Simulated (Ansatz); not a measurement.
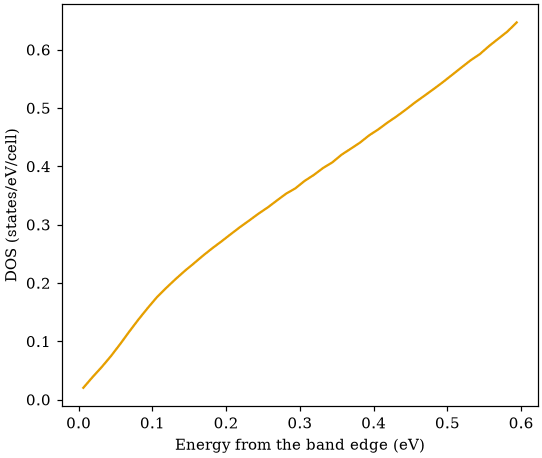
Figure: Density of states of InP (F-43m) below the valence band maximum, r2SCAN with spin-orbit coupling, rigid bands in Ansatz (a first-principles code); cell volume 51.5 Å³.

Question: What effective density of states at 300 K does this give (∫ g(E) exp(−E/k_BT) dE, both spins, divided by the cell's size)?

Answer: 2.5e19 cm⁻³, a density-of-states mass of 0.99 mₑ, valleys and band degeneracy included.

Geometry: cell and atoms relaxed with r2SCAN.
